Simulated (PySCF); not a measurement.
**C2H7FSi2: NMR shifts at several levels of theory, part 1 of 2**

How much do the NMR shifts of C2H7FSi2 (`F[SiH2]/C=C/[SiH3]`) depend on the level of theory, and what does each level cost?

Programs: PySCF 2.14.0, with density-fitted response routines of our own. Each step states its level of theory. These are calculated values for one molecule in the gas phase, unless marked as measured. Atoms count from 0, in the outputs and in this text.

## (1) The molecule as given

12 atoms, charge 0, multiplicity 1; geometry from: PBE0-D3(BJ)/def2-SVP.

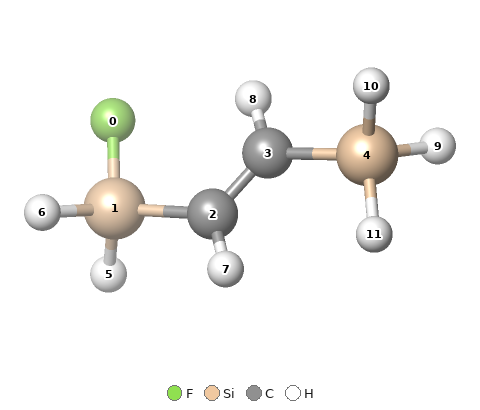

As it starts; fluorine green, silicon light orange, carbon grey, hydrogen white, atoms numbered; sticks join atoms by distance.

## (2) Nuclear shieldings: HF/pcSseg-2

What the job is given:

```
{"job": {"kind": "nmr", "xc": "HF", "basis": "pcSseg-2", "pop": false}, "charge": 0, "multiplicity": 1}
F      2.577584     0.150572     1.453043
Si     2.378575    -0.434820    -0.054163
C      0.568748    -0.294041    -0.465758
C     -0.325334     0.207687     0.405189
Si    -2.157946     0.378982     0.046714
H      2.840500    -1.852055    -0.064951
H      3.220134     0.374518    -0.980749
H      0.222598    -0.632554    -1.453750
H      0.045407     0.539504     1.386135
H     -2.963049    -0.387373     1.047125
H     -2.575826     1.812870     0.124477
H     -2.434138    -0.146364    -1.324695
```

Method: GIAO HF/pcSseg-2 NMR shielding, non-relativistic, gas phase.

Launch:

```bash
$ OMP_NUM_THREADS=1 python probes_run.py task.json out
```

This one command runs all jobs of the session in turn.

The log of the run:

```text
final grid: 95480 points
cycle   1  E = -757.1628252133  dE =  1.404e-01  |g| = 5.628e-01  |ddm| = 2.425e+00
cycle   2  E = -757.2376350225  dE = -7.481e-02  |g| = 3.226e-01  |ddm| = 5.322e-01
cycle   3  E = -757.2537241212  dE = -1.609e-02  |g| = 6.829e-02  |ddm| = 1.717e-01
cycle   4  E = -757.2554832515  dE = -1.759e-03  |g| = 1.227e-02  |ddm| = 9.649e-02
cycle   5  E = -757.2555454932  dE = -6.224e-05  |g| = 3.170e-03  |ddm| = 1.575e-02
cycle   6  E = -757.2555508276  dE = -5.334e-06  |g| = 1.356e-03  |ddm| = 4.899e-03
cycle   7  E = -757.2555516334  dE = -8.059e-07  |g| = 3.855e-04  |ddm| = 1.907e-03
cycle   8  E = -757.2555517321  dE = -9.869e-08  |g| = 1.078e-04  |ddm| = 7.143e-04
cycle   9  E = -757.2555517396  dE = -7.521e-09  |g| = 3.306e-05  |ddm| = 2.000e-04
cycle  10  E = -757.2555517405  dE = -8.048e-10  |g| = 1.470e-05  |ddm| = 6.968e-05
converged SCF energy = -757.2555517405

GIAO shielding tensors (ppm)
atom      isotropic    diamagn.    paramagn.     s11        s22        s33       span
  0 F      414.507     468.729     -54.222    403.057    418.808    421.657     18.600
  1 Si     408.410     872.088    -463.678    375.479    390.279    459.473     83.993
  2 C       34.719     255.756    -221.037   -111.217     46.422    168.952    280.169
  3 C       29.556     255.725    -226.169   -126.233     21.501    193.399    319.632
  4 Si     442.068     874.536    -432.468    398.459    446.143    481.600     83.141
  5 H       26.943      28.047      -1.104     24.119     25.246     31.465      7.346
  6 H       26.948      28.068      -1.120     24.114     25.255     31.475      7.361
  7 H       24.849      32.974      -8.125     21.341     24.940     28.265      6.923
  8 H       24.277      32.878      -8.601     19.842     23.478     29.511      9.669
  9 H       27.618      28.747      -1.129     24.976     25.755     32.124      7.147
 10 H       27.617      28.750      -1.133     24.990     25.742     32.118      7.129
 11 H       27.706      29.256      -1.550     24.846     26.793     31.480      6.634
```

It took 21 s on 1 thread of Arm Neoverse V2, shared host; peak memory 1.1 GiB.

The references, computed at this level on geometries of the same kind, shield at (ppm): ¹H TMS 31.68, ¹³C TMS 191.5, ²⁹Si TMS 383.0, ¹⁹F CFCl3 245.3. Their shielding less the atom's gives the shift. The references are single molecules in the gas phase, so shifts against H2O, NH3, PH3, H3PO4 or CFCl3 are not on the usual liquid scales and can be off by tens of ppm. Atoms listed in one row are averaged.

```
       atoms                           environment  σ (ppm)  δ (ppm)
          C3                             alkene CH     29.6    161.9
          C2                             alkene CH     34.7    156.8
          H8              hydrogen on an alkene CH    24.28     7.40
          H7              hydrogen on an alkene CH    24.85     6.83
      H5, H6  hydrogen on a silicon bonded to C, F    26.95     4.74
H9, H10, H11     hydrogen on a silicon bonded to C    27.65     4.03
          F0                 fluorine bonded to Si    414.5   -169.2
         Si1           silicon bonded to C, F, 2 H    408.4    -25.5
         Si4              silicon bonded to C, 3 H    442.1    -59.1
```

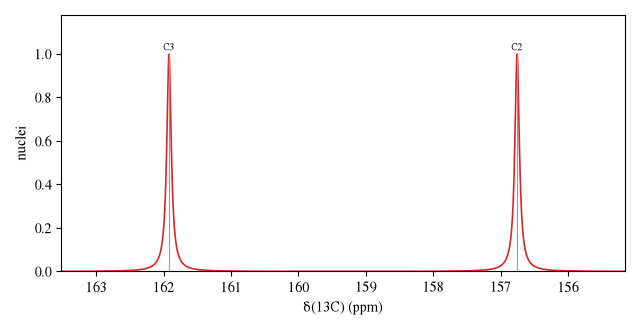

¹³C lines at the computed shifts, without couplings. Lines are broadened to a width of 0.08 ppm (Lorentzian).

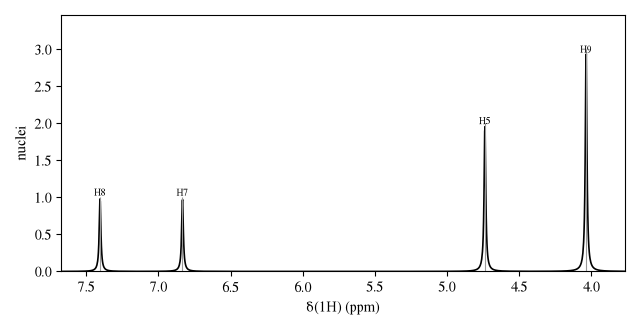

¹H lines at the computed shifts, without couplings. Lines are broadened to a width of 0.01 ppm (Lorentzian).

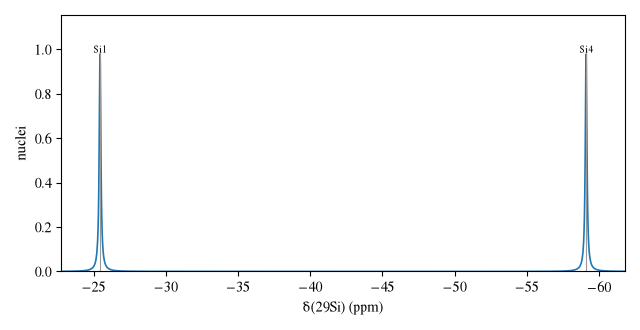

²⁹Si lines at the computed shifts, without couplings. Lines are broadened to a width of 0.13 ppm (Lorentzian).

## (3) Shielding tensors: LDA/pcSseg-2

Same as in step 2 but for these lines:

```diff
@@ -1,2 +1,2 @@
-{"job": {"kind": "nmr", "xc": "HF", "basis": "pcSseg-2", "pop": false}, "charge": 0, "multiplicity": 1}
+{"job": {"kind": "nmr", "xc": "LDA", "basis": "pcSseg-2", "pop": false}, "charge": 0, "multiplicity": 1}
 F      2.577584     0.150572     1.453043
```

With the program's defaults for keys left out, this is: GIAO LDA/pcSseg-2 NMR shielding, non-relativistic, gas phase.

The log of the run:

```text
coarse grid: 10848 points
cycle   1  E = -755.5905533462  dE =  9.892e-02  |g| = 6.990e-01  |ddm| = 2.615e+00
cycle   2  E = -755.2946782127  dE =  2.959e-01  |g| = 1.453e+00  |ddm| = 1.396e+00
cycle   3  E = -755.6780374826  dE = -3.834e-01  |g| = 1.683e-01  |ddm| = 1.060e+00
cycle   4  E = -755.6813224022  dE = -3.285e-03  |g| = 9.523e-02  |ddm| = 1.541e-01
cycle   5  E = -755.6834071580  dE = -2.085e-03  |g| = 3.257e-02  |ddm| = 7.624e-02
cycle   6  E = -755.6836166013  dE = -2.094e-04  |g| = 1.531e-02  |ddm| = 2.712e-02
cycle   7  E = -755.6836832582  dE = -6.666e-05  |g| = 1.822e-03  |ddm| = 1.225e-02
cycle   8  E = -755.6836839534  dE = -6.951e-07  |g| = 4.307e-04  |ddm| = 1.738e-03
final grid: 95480 points
cycle   9  E = -755.6796167588  dE = -4.059e-05  |g| = 3.294e-03  |ddm| = 2.966e-02
cycle  10  E = -755.6796122560  dE =  4.503e-06  |g| = 5.118e-03  |ddm| = 5.439e-03
cycle  11  E = -755.6796188795  dE = -6.623e-06  |g| = 7.543e-04  |ddm| = 4.015e-03
cycle  12  E = -755.6796189495  dE = -7.003e-08  |g| = 4.687e-04  |ddm| = 7.065e-04
cycle  13  E = -755.6796190062  dE = -5.667e-08  |g| = 6.481e-05  |ddm| = 3.091e-04
cycle  14  E = -755.6796190072  dE = -1.020e-09  |g| = 2.670e-05  |ddm| = 6.564e-05
cycle  15  E = -755.6796190073  dE = -1.182e-10  |g| = 8.447e-06  |ddm| = 1.972e-05
converged SCF energy = -755.6796190073

GIAO shielding tensors (ppm)
atom      isotropic    diamagn.    paramagn.     s11        s22        s33       span
  0 F      391.962     467.284     -75.321    357.827    403.111    414.949     57.122
  1 Si     310.055     876.422    -566.367    259.128    267.092    403.945    144.817
  2 C       12.692     256.029    -243.338   -107.852      5.553    140.374    248.226
  3 C       14.693     254.919    -240.226   -116.895    -20.105    181.079    297.974
  4 Si     375.758     879.499    -503.741    314.511    376.011    436.753    122.242
  5 H       24.969      27.074      -2.104     22.275     23.571     29.063      6.787
  6 H       24.974      27.089      -2.115     22.270     23.577     29.074      6.804
  7 H       23.490      31.880      -8.390     19.572     24.276     26.622      7.050
  8 H       23.176      31.811      -8.636     18.396     22.671     28.460     10.064
  9 H       26.111      27.840      -1.729     23.542     24.432     30.360      6.818
 10 H       26.110      27.839      -1.730     23.559     24.415     30.354      6.795
 11 H       26.493      28.341      -1.848     24.027     25.408     30.043      6.015
```

It took 35 s on 1 thread of Arm Neoverse V2, shared host; peak memory 0.91 GiB.

In short: δ C2 167.6, C3 165.6, F0 -253.7, Si1 -7.0, H8 7.60, H7 7.28 ppm.

## (4) Nuclear shieldings: PBE/pcSseg-2

Same as in step 3 but for these lines:

```diff
@@ -1,2 +1,2 @@
-{"job": {"kind": "nmr", "xc": "LDA", "basis": "pcSseg-2", "pop": false}, "charge": 0, "multiplicity": 1}
+{"job": {"kind": "nmr", "xc": "PBE", "basis": "pcSseg-2", "pop": false}, "charge": 0, "multiplicity": 1}
 F      2.577584     0.150572     1.453043
```

Level: GIAO PBE/pcSseg-2 NMR shielding, non-relativistic, gas phase.

The log of the run:

```text
coarse grid: 10848 points
cycle   1  E = -758.7745693645  dE =  1.078e-01  |g| = 7.082e-01  |ddm| = 2.531e+00
cycle   2  E = -758.4822357949  dE =  2.923e-01  |g| = 1.462e+00  |ddm| = 1.427e+00
cycle   3  E = -758.8638523851  dE = -3.816e-01  |g| = 1.645e-01  |ddm| = 1.091e+00
cycle   4  E = -758.8673782312  dE = -3.526e-03  |g| = 9.121e-02  |ddm| = 1.567e-01
cycle   5  E = -758.8692523877  dE = -1.874e-03  |g| = 3.573e-02  |ddm| = 7.604e-02
cycle   6  E = -758.8695303739  dE = -2.780e-04  |g| = 1.388e-02  |ddm| = 2.790e-02
cycle   7  E = -758.8695866085  dE = -5.623e-05  |g| = 1.867e-03  |ddm| = 1.176e-02
cycle   8  E = -758.8695873741  dE = -7.656e-07  |g| = 3.850e-04  |ddm| = 1.777e-03
final grid: 95480 points
cycle   9  E = -758.8795813697  dE = -6.942e-05  |g| = 8.626e-03  |ddm| = 3.471e-02
cycle  10  E = -758.8795419686  dE =  3.940e-05  |g| = 1.432e-02  |ddm| = 1.682e-02
cycle  11  E = -758.8796003831  dE = -5.841e-05  |g| = 1.014e-03  |ddm| = 1.143e-02
cycle  12  E = -758.8796005012  dE = -1.181e-07  |g| = 6.895e-04  |ddm| = 1.066e-03
cycle  13  E = -758.8796006143  dE = -1.131e-07  |g| = 1.527e-04  |ddm| = 4.684e-04
cycle  14  E = -758.8796006192  dE = -4.930e-09  |g| = 8.727e-05  |ddm| = 1.440e-04
cycle  15  E = -758.8796006205  dE = -1.328e-09  |g| = 1.172e-05  |ddm| = 5.226e-05
cycle  16  E = -758.8796006206  dE = -3.070e-11  |g| = 2.500e-06  |ddm| = 1.263e-05
converged SCF energy = -758.8796006206

GIAO shielding tensors (ppm)
atom      isotropic    diamagn.    paramagn.     s11        s22        s33       span
  0 F      390.561     468.238     -77.678    363.973    398.957    408.752     44.779
  1 Si     338.190     875.849    -537.659    290.527    302.066    421.977    131.449
  2 C       19.260     256.205    -236.945   -100.619     15.491    142.909    243.528
  3 C       20.409     255.098    -234.689   -109.683     -7.827    178.738    288.420
  4 Si     392.731     878.783    -486.053    336.784    394.615    446.794    110.010
  5 H       25.649      27.686      -2.036     22.929     24.226     29.793      6.863
  6 H       25.654      27.702      -2.048     22.925     24.232     29.804      6.879
  7 H       24.041      32.475      -8.433     20.203     24.820     27.101      6.898
  8 H       23.689      32.360      -8.672     19.023     23.250     28.794      9.771
  9 H       26.701      28.465      -1.764     24.182     25.039     30.882      6.701
 10 H       26.699      28.471      -1.772     24.198     25.022     30.876      6.678
 11 H       27.050      29.128      -2.078     24.588     26.029     30.532      5.944
```

Wall time 44 s (1 thread of Arm Neoverse V2, shared host); peak memory 0.91 GiB.

Key values: δ C2 160.1, C3 159.0, F0 -247.6, Si1 -14.8, H8 7.49, H7 7.14 ppm.

## (5) NMR shieldings: BLYP/pcSseg-2

Same as in step 4 but for these lines:

```diff
@@ -1,2 +1,2 @@
-{"job": {"kind": "nmr", "xc": "PBE", "basis": "pcSseg-2", "pop": false}, "charge": 0, "multiplicity": 1}
+{"job": {"kind": "nmr", "xc": "BLYP", "basis": "pcSseg-2", "pop": false}, "charge": 0, "multiplicity": 1}
 F      2.577584     0.150572     1.453043
```

Level: GIAO BLYP/pcSseg-2 NMR shielding, non-relativistic, gas phase.

The log of the run:

```text
coarse grid: 10848 points
cycle   1  E = -759.2228746728  dE =  1.055e-01  |g| = 7.623e-01  |ddm| = 2.521e+00
cycle   2  E = -758.8734333888  dE =  3.494e-01  |g| = 1.599e+00  |ddm| = 1.558e+00
cycle   3  E = -759.3249881447  dE = -4.516e-01  |g| = 1.820e-01  |ddm| = 1.202e+00
cycle   4  E = -759.3294071622  dE = -4.419e-03  |g| = 9.810e-02  |ddm| = 1.728e-01
cycle   5  E = -759.3315093947  dE = -2.102e-03  |g| = 3.999e-02  |ddm| = 8.349e-02
cycle   6  E = -759.3318526529  dE = -3.433e-04  |g| = 1.648e-02  |ddm| = 3.148e-02
cycle   7  E = -759.3319313848  dE = -7.873e-05  |g| = 2.179e-03  |ddm| = 1.358e-02
cycle   8  E = -759.3319323873  dE = -1.003e-06  |g| = 4.515e-04  |ddm| = 2.010e-03
final grid: 95480 points
cycle   9  E = -759.3413128382  dE = -4.929e-05  |g| = 6.360e-03  |ddm| = 3.364e-02
cycle  10  E = -759.3412916714  dE =  2.117e-05  |g| = 1.090e-02  |ddm| = 1.213e-02
cycle  11  E = -759.3413223520  dE = -3.068e-05  |g| = 1.137e-03  |ddm| = 8.289e-03
cycle  12  E = -759.3413225083  dE = -1.563e-07  |g| = 5.084e-04  |ddm| = 8.739e-04
cycle  13  E = -759.3413225540  dE = -4.572e-08  |g| = 9.965e-05  |ddm| = 3.544e-04
cycle  14  E = -759.3413225554  dE = -1.355e-09  |g| = 4.333e-05  |ddm| = 9.187e-05
cycle  15  E = -759.3413225557  dE = -3.507e-10  |g| = 2.281e-05  |ddm| = 3.691e-05
converged SCF energy = -759.3413225557

GIAO shielding tensors (ppm)
atom      isotropic    diamagn.    paramagn.     s11        s22        s33       span
  0 F      388.452     469.133     -80.681    365.207    395.909    404.240     39.034
  1 Si     332.047     875.342    -543.294    285.894    298.308    411.940    126.046
  2 C       15.657     255.633    -239.976   -105.892     14.100    138.764    244.656
  3 C       16.061     254.636    -238.575   -115.866     -9.723    173.774    289.639
  4 Si     381.490     878.142    -496.652    325.382    384.102    434.987    109.605
  5 H       25.978      27.875      -1.897     23.274     24.543     30.115      6.842
  6 H       25.982      27.890      -1.908     23.270     24.550     30.127      6.857
  7 H       24.404      32.708      -8.304     20.542     25.251     27.419      6.876
  8 H       24.023      32.583      -8.560     19.300     23.688     29.081      9.782
  9 H       26.986      28.613      -1.627     24.511     25.353     31.095      6.583
 10 H       26.984      28.617      -1.633     24.528     25.336     31.089      6.561
 11 H       27.331      29.269      -1.938     24.919     26.350     30.724      5.805
```

Wall time 42 s (1 thread of Arm Neoverse V2, shared host); peak memory 0.91 GiB.

In short: δ C2 159.3, C3 158.9, F0 -245.3, Si1 -22.4, H8 7.35, H7 6.97 ppm.

## (6) NMR shieldings: BP86/pcSseg-2

Same as in step 5 but for these lines:

```diff
@@ -1,2 +1,2 @@
-{"job": {"kind": "nmr", "xc": "BLYP", "basis": "pcSseg-2", "pop": false}, "charge": 0, "multiplicity": 1}
+{"job": {"kind": "nmr", "xc": "BP86", "basis": "pcSseg-2", "pop": false}, "charge": 0, "multiplicity": 1}
 F      2.577584     0.150572     1.453043
```

With the program's defaults for keys left out, this is: GIAO BP86/pcSseg-2 NMR shielding, non-relativistic, gas phase.

The log of the run:

```text
coarse grid: 10848 points
cycle   1  E = -759.3408096051  dE =  1.058e-01  |g| = 7.117e-01  |ddm| = 2.522e+00
cycle   2  E = -759.0533962522  dE =  2.874e-01  |g| = 1.463e+00  |ddm| = 1.362e+00
cycle   3  E = -759.4299115501  dE = -3.765e-01  |g| = 1.649e-01  |ddm| = 1.033e+00
cycle   4  E = -759.4335295468  dE = -3.618e-03  |g| = 8.992e-02  |ddm| = 1.553e-01
cycle   5  E = -759.4353519776  dE = -1.822e-03  |g| = 3.571e-02  |ddm| = 7.538e-02
cycle   6  E = -759.4356320257  dE = -2.800e-04  |g| = 1.346e-02  |ddm| = 2.764e-02
cycle   7  E = -759.4356851418  dE = -5.312e-05  |g| = 2.013e-03  |ddm| = 1.147e-02
cycle   8  E = -759.4356860162  dE = -8.744e-07  |g| = 4.169e-04  |ddm| = 1.800e-03
final grid: 95480 points
cycle   9  E = -759.4450658673  dE = -5.882e-05  |g| = 6.258e-03  |ddm| = 3.250e-02
cycle  10  E = -759.4450500394  dE =  1.583e-05  |g| = 1.057e-02  |ddm| = 9.759e-03
cycle  11  E = -759.4450728950  dE = -2.286e-05  |g| = 1.196e-03  |ddm| = 6.874e-03
cycle  12  E = -759.4450729827  dE = -8.774e-08  |g| = 8.498e-04  |ddm| = 1.126e-03
cycle  13  E = -759.4450731364  dE = -1.537e-07  |g| = 1.764e-04  |ddm| = 5.996e-04
cycle  14  E = -759.4450730979  dE =  3.848e-08  |g| = 7.388e-05  |ddm| = 1.486e-04
cycle  15  E = -759.4450731447  dE = -4.686e-08  |g| = 1.194e-05  |ddm| = 5.351e-05
cycle  16  E = -759.4450731448  dE = -3.854e-11  |g| = 1.723e-06  |ddm| = 1.323e-05
converged SCF energy = -759.4450731448

GIAO shielding tensors (ppm)
atom      isotropic    diamagn.    paramagn.     s11        s22        s33       span
  0 F      390.984     467.795     -76.812    365.032    399.456    408.463     43.430
  1 Si     337.899     875.880    -537.981    290.325    302.938    420.435    130.109
  2 C       19.867     256.296    -236.429    -99.719     16.097    143.223    242.942
  3 C       20.828     255.438    -234.610   -108.912     -6.972    178.367    287.279
  4 Si     391.022     878.763    -487.741    336.104    393.218    443.745    107.641
  5 H       25.726      27.724      -1.997     23.007     24.294     29.879      6.872
  6 H       25.731      27.741      -2.010     23.003     24.301     29.890      6.887
  7 H       24.146      32.489      -8.343     20.374     24.887     27.176      6.802
  8 H       23.791      32.398      -8.607     19.180     23.345     28.849      9.668
  9 H       26.762      28.467      -1.705     24.243     25.097     30.946      6.703
 10 H       26.760      28.470      -1.710     24.260     25.080     30.940      6.681
 11 H       27.113      29.105      -1.993     24.643     26.093     30.602      5.958
```

It took 44 s on 1 thread of Arm Neoverse V2, shared host; peak memory 0.91 GiB.

This run: δ C2 159.3, C3 158.3, F0 -247.0, Si1 -15.8, H8 7.44, H7 7.09 ppm.

## (7) Shielding tensors: OPBE/pcSseg-2

Same as in step 6 but for these lines:

```diff
@@ -1,2 +1,2 @@
-{"job": {"kind": "nmr", "xc": "BP86", "basis": "pcSseg-2", "pop": false}, "charge": 0, "multiplicity": 1}
+{"job": {"kind": "nmr", "xc": "OPBE", "basis": "pcSseg-2", "pop": false}, "charge": 0, "multiplicity": 1}
 F      2.577584     0.150572     1.453043
```

Level: GIAO OPBE/pcSseg-2 NMR shielding, non-relativistic, gas phase.

The log of the run:

```text
coarse grid: 10848 points
cycle   1  E = -759.1096454975  dE =  9.242e-02  |g| = 6.851e-01  |ddm| = 2.580e+00
cycle   2  E = -758.8538616869  dE =  2.558e-01  |g| = 1.381e+00  |ddm| = 1.420e+00
cycle   3  E = -759.1940717054  dE = -3.402e-01  |g| = 1.407e-01  |ddm| = 1.083e+00
cycle   4  E = -759.1964149677  dE = -2.343e-03  |g| = 9.341e-02  |ddm| = 1.516e-01
cycle   5  E = -759.1984467789  dE = -2.032e-03  |g| = 3.658e-02  |ddm| = 7.579e-02
cycle   6  E = -759.1987672637  dE = -3.205e-04  |g| = 1.069e-02  |ddm| = 2.725e-02
cycle   7  E = -759.1988023049  dE = -3.504e-05  |g| = 1.667e-03  |ddm| = 1.061e-02
cycle   8  E = -759.1988030362  dE = -7.314e-07  |g| = 3.863e-04  |ddm| = 1.964e-03
final grid: 95480 points
cycle   9  E = -759.2026031268  dE = -2.187e-04  |g| = 2.187e-02  |ddm| = 6.502e-02
cycle  10  E = -759.2024473816  dE =  1.557e-04  |g| = 3.691e-02  |ddm| = 3.024e-02
cycle  11  E = -759.2026684420  dE = -2.211e-04  |g| = 4.094e-03  |ddm| = 2.186e-02
cycle  12  E = -759.2026692581  dE = -8.161e-07  |g| = 2.790e-03  |ddm| = 3.834e-03
cycle  13  E = -759.2026714274  dE = -2.169e-06  |g| = 4.595e-04  |ddm| = 1.912e-03
cycle  14  E = -759.2026714769  dE = -4.954e-08  |g| = 1.743e-04  |ddm| = 4.125e-04
cycle  15  E = -759.2026714848  dE = -7.899e-09  |g| = 2.701e-05  |ddm| = 1.486e-04
cycle  16  E = -759.2026714850  dE = -1.965e-10  |g| = 4.792e-06  |ddm| = 3.049e-05
converged SCF energy = -759.2026714850

GIAO shielding tensors (ppm)
atom      isotropic    diamagn.    paramagn.     s11        s22        s33       span
  0 F      394.262     468.432     -74.170    372.153    399.991    410.641     38.488
  1 Si     367.360     876.268    -508.908    321.852    334.582    445.645    123.793
  2 C       30.528     256.566    -226.038    -85.694     26.182    151.097    236.791
  3 C       31.265     255.294    -224.028    -94.221      5.179    182.838    277.058
  4 Si     418.586     879.316    -460.730    367.897    420.248    467.613     99.715
  5 H       25.773      27.931      -2.158     23.031     24.359     29.928      6.896
  6 H       25.777      27.950      -2.173     23.027     24.366     29.938      6.911
  7 H       23.993      32.601      -8.607     20.318     24.611     27.050      6.733
  8 H       23.621      32.419      -8.797     19.177     23.060     28.627      9.450
  9 H       26.791      28.811      -2.020     24.282     25.117     30.975      6.693
 10 H       26.788      28.825      -2.038     24.298     25.097     30.968      6.670
 11 H       27.106      29.637      -2.531     24.573     26.113     30.633      6.060
```

It took 44 s on 1 thread of Arm Neoverse V2, shared host; peak memory 0.91 GiB.

In short: δ C2 153.9, C3 153.1, F0 -239.1, Si1 -11.8, H8 7.58, H7 7.21 ppm.

(Continued in part 2 of 2.)
